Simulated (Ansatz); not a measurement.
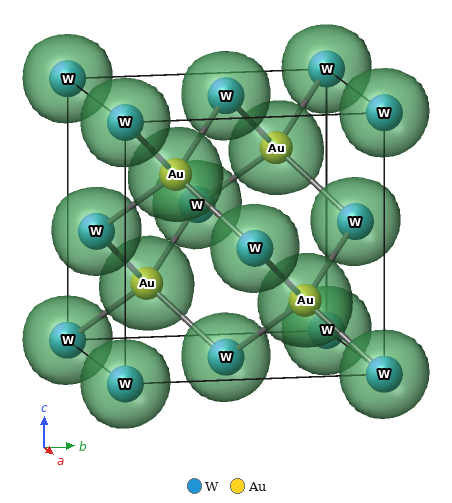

The picture shows: WAu. Isosurface of the valence pseudo-density at 0.8 e/Å³ (green), seen at an oblique angle. Sticks mark near contacts.

Space group F-43m; a structure from a database of computed crystals, not necessarily the ambient phase; a generated structure, not necessarily the stable one.

The calculation used Kohn-Sham DFT of a periodic cell, LDA, Ansatz PAW in Ansatz.

Core electrons are frozen (PAW), and the valence fields are smoothed inside the atomic spheres.

Input

```
crystal:
  lattice:
    - [0.0, 2.74797926, 2.74797926]
    - [2.74797926, 0.0, 2.74797926]
    - [2.74797926, 2.74797926, 0.0]
  atoms:
    - { symbol: W, position: [0.0, 0.0, 0.0] }
    - { symbol: Au, position: [0.75, 0.75, 0.75] }
hamiltonian:
  xc: lda
  pseudopotentials: { kind: paw }
kpoints:
  mp_grid: { grid: [8, 8, 8] }
scf:
  occupations: { method: fermi_dirac, width: 0.05 }
output:
  forces: true
  stress: true
  eigenvalues: true
  write_density: true
  write_potential: true
  elf: true
  volumetric_format: npy
relax:
  f_tol: 0.01
  max_steps: 40
  cell: { stress_tol: 0.05 }
```

Run with:

```sh
ansatz run input.yaml --threads 2 --pin off --max-ram 5632MiB --backend cpu --events-out ev --progress --plain --runs-dir out
```

Below, planes, directions and counts refer to the conventional cell (a = 5.71 Å, b = 5.71 Å, c = 5.71 Å, α = 90.00°, β = 90.00°, γ = 90.00°).

The fields are those of the run's last geometry, not of the input's.

**What does this surface tell about the bonding?**

At this value the density breaks into separate islands; it holds about 75 % of the electrons treated as valence (semicore included). It bridges none of the near contacts. It is pinched off along the sampled W–Au (2.47 Å) contacts. On the grid the lowest density along these lines, outside the cores, is 0.67 e/Å³ (W–Au, 2.47 Å).
